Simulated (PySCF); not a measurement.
# F2OS, SMILES `O=S(F)F`: electronic structure

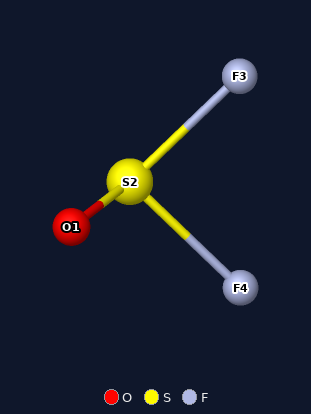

The molecule, with its atoms numbered as below. No frequency check shows the geometry to be a minimum.

Cartesian coordinates (Å):

```
O1      -1.3734   -0.0134    0.3741
S2      -0.2009   -0.0025   -0.4086
F3       0.7764    1.2084    0.1967
F4       0.8016   -1.1921    0.1972
```

## 1. Bonding charge

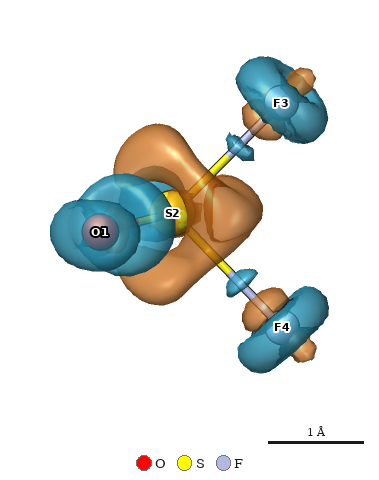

Deformation density (molecule less spherical, spin-averaged free atoms at the same positions), surfaces at ±0.14 e/Å³; light blue: gain, orange: loss.

Computed with PySCF, LDA (SVWN)/def2-TZVP, geometry: GFN2-xTB.

Describe the bonding that the map shows.

Answer. O1–S2: +0.29 e/Å³ at the bond critical point (bond length 1.41 Å, Mayer order 2.1). S2–F4 and S2–F3: 0.00 e/Å³ at the bond critical point (bond length 1.67 Å, Mayer order 1.0); up to 0.6 Å beside the axis the gain reaches +0.17 e/Å³. In all, 0.9 electrons gather in the regions of gain relative to the promolecule. A small or negative value marks a very polar bond, one between electron-rich atoms, whose free-atom densities already overlap strongly, a long bond to a heavier atom, or a closed-shell contact such as a hydrogen bond.

Where do the Hirshfeld charges lie?

Answer. The highest Hirshfeld charge is on S2 (+0.47 e), the lowest on O1 (−0.20 e).

```tsv
atom	charge (e)
O1	−0.20
S2	+0.47
F3	−0.14
F4	−0.14
```

## 2. Bond critical points

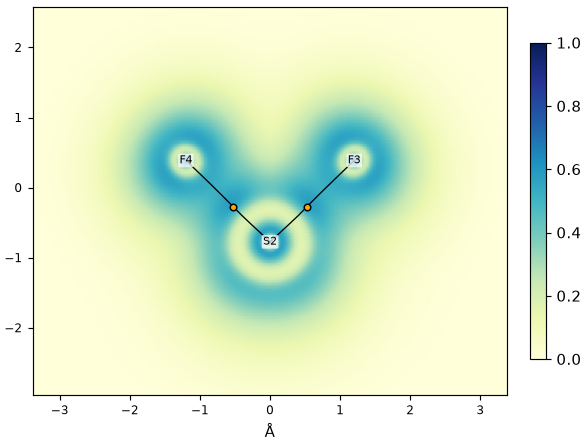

Localised orbital locator (LOL) in the plane of S2, F3 and F4, with bond paths and bond critical points (dots).

What values does LOL take at the bond critical points in this plane?

Answer. S2–F4 and S2–F3: about 0.55. Values above 0.5 mark slow, localised electrons, as in shared pairs; low values at a critical point mark a polar or closed-shell contact whose critical point lies between the shells.

Where along S2–F4 does the critical point lie?

Answer. 0.73 Å from S2 and 0.94 Å from F4.

## 3. Local ionisation energy

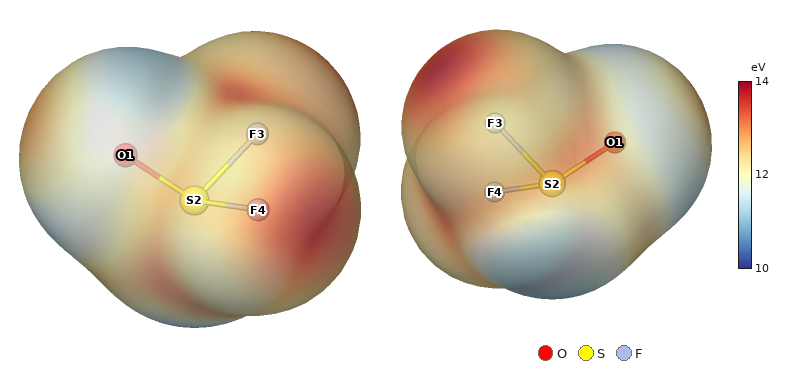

Average local ionisation energy on the surface of electron density 0.001 a.u. (back view left, front view right).

Where are the most loosely bound electrons on this surface?

Answer. The lowest value is 10.6 eV, 2.1 Å from S2. Further minima include 11.2 eV, 1.8 Å from O1; 11.3 eV, 1.8 Å from O1; 12.1 eV, 1.7 Å from F3, and at like points elsewhere. For comparison, the highest occupied orbital lies at −8.7 eV.

## 4. Excited states

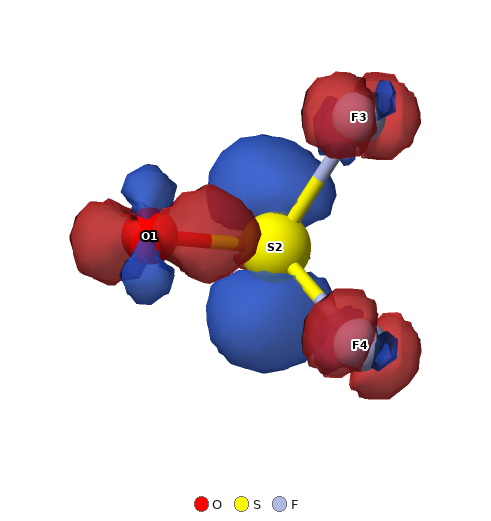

Unrelaxed difference density of S₃ less the ground state (full linear response singlet states), ±0.08 e/Å³; blue: gain, red: loss.

PySCF calculation, ωB97X/cc-pVTZ, gas phase; geometry: GFN2-xTB. Without diffuse functions Rydberg states are missing, so the states' numbers hold for this basis only.

How does the charge move on excitation?

Answer. 0.69 e is displaced in all, of which about 0.4 e passes between atoms: O1 (0.14 e) and F3 and F4 (0.12 e each) lose electrons and S2 (0.38 e) gains them. The state: 8.39 eV (148 nm), f = 0.009; the leading pair carries 97 %; hole on O1 (33 %), F3 and F4 (23 % each) and S2 (22 %), electron on S2 (60 %), O1 (19 %) and F3 and F4 (11 % each); their centroids lie 0.4 Å apart.

## 5. Removing or adding an electron

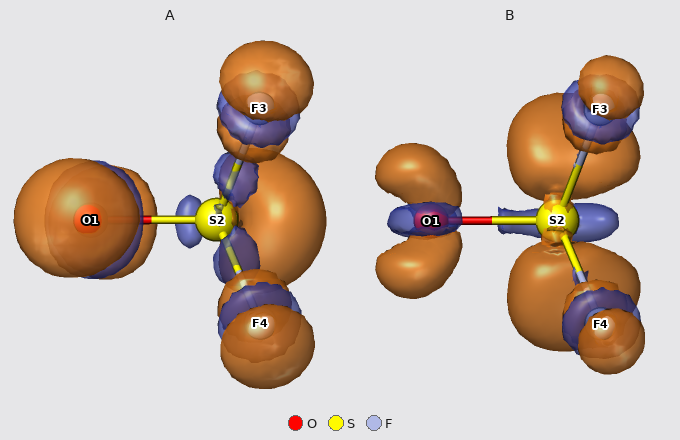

The two Fukui functions at ±0.05 e/Å³ (orange positive, blue negative).

PySCF calculation, M06-2X/def2-TZVP, gas phase; geometry: GFN2-xTB.

Which panel is f⁻ (electron removed) and which f⁺ (electron added)?

Answer. A is f⁻, B is f⁺. f⁻ (Hirshfeld-condensed) is largest on S2 (0.33) and O1 (0.32); the vertical ionisation energy is 13.03 eV (the stability of the cation's solution wasn't checked). f⁺ (Hirshfeld-condensed) is largest on S2 (0.50); the vertical electron affinity is −0.69 eV (the stability of the anion's solution wasn't checked; negative, but this basis has no diffuse functions, so it doesn't show that the anion is unbound).

What chemical potential and hardness follow from the two energies?

Answer. μ = −(I + A)/2 = −6.17 eV and η = I − A = 13.72 eV.

## 6. Stretching a bond

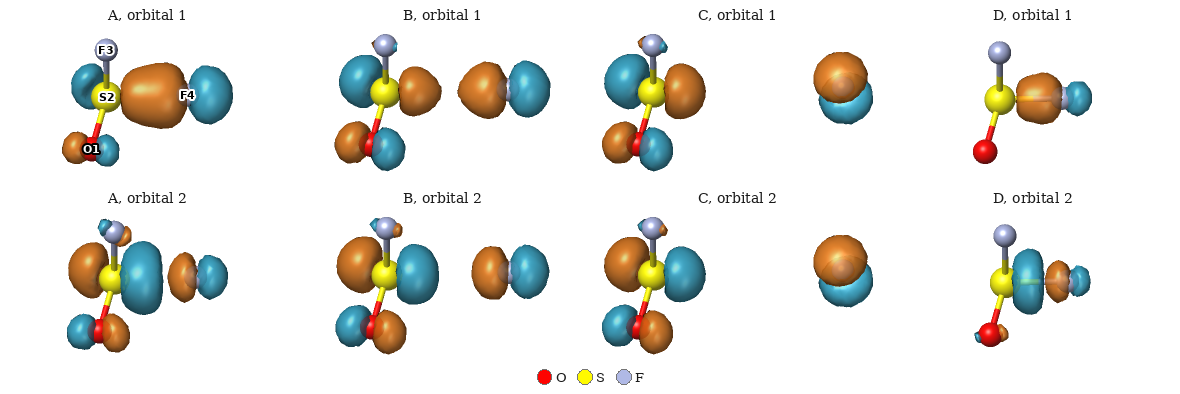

Rigid stretch of the S2–F4 bond. The two CASSCF(2,2) natural orbitals nearest half filling (orbital 1 the more occupied).

PySCF calculation, 6-311+G** basis, gas phase; geometry: GFN2-xTB.

The columns are at 1.49, 1.94, 2.92 and 4.54 Å, in some order. Assign them, and give the occupations.

Answer. A: 1.94 Å, occupations 1.91 and 0.09. B: 2.92 Å, occupations 1.30 and 0.70. C: 4.54 Å, occupations 1.00 and 1.00. D: 1.49 Å, occupations 1.98 and 0.02.

Where does the UHF solution part from RHF?

Answer. Between 1.78 Å (⟨S²⟩ = 0, the two coincide) and 1.94 Å (⟨S²⟩ = 0.17); at 4.54 Å ⟨S²⟩ is 1.02 and UHF lies 5.7 eV below RHF.

How much energy does the stretch cost?

Answer. By CASSCF, 2.5 eV from the lowest point of the scan (1.62 Å) to 4.54 Å; RHF gives 7.2 eV from its own lowest point. The fragments aren't relaxed and dynamic correlation is missing, so this isn't a bond dissociation energy.

The PySCF runs shown took 4.5 s, 2.2 min, 34 s and 2.1 min on 1 thread of Intel(R) Xeon(R) 6975P-C (Granite Rapids), on a shared host.
